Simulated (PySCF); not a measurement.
```xyz
2

Zn    0.0000    0.0000   -0.7591
P     0.0000    0.0000    1.5669
```

Level of theory: PySCF, PBE0/x2c-SVPall, spin-free X2C-1e, Gaussian nucleus, at a bond length of 2.326 Å.

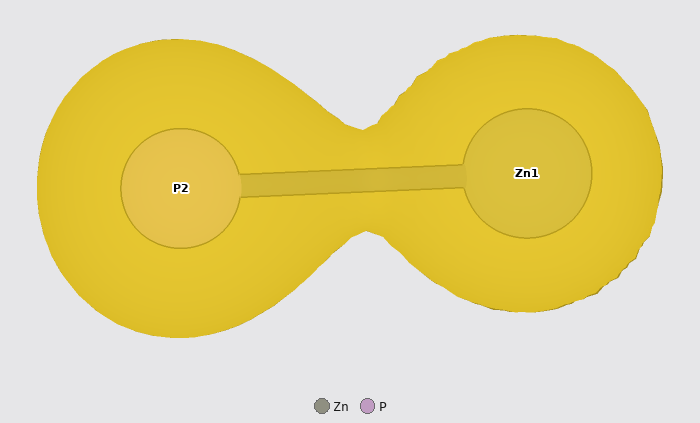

ZnP (charge +1, triplet). Isosurface of the total electron density at 0.4 e/Å³ (yellow), seen from one side.

Question: Which contacts does the surface bridge?

Answer: At this value the surface is in one piece. It bridges the sampled Zn–P (2.33 Å) contact, where the density stays above the isovalue. On the grid the lowest density along these lines, outside the cores, is 0.47 e/Å³ (Zn–P, 2.33 Å).
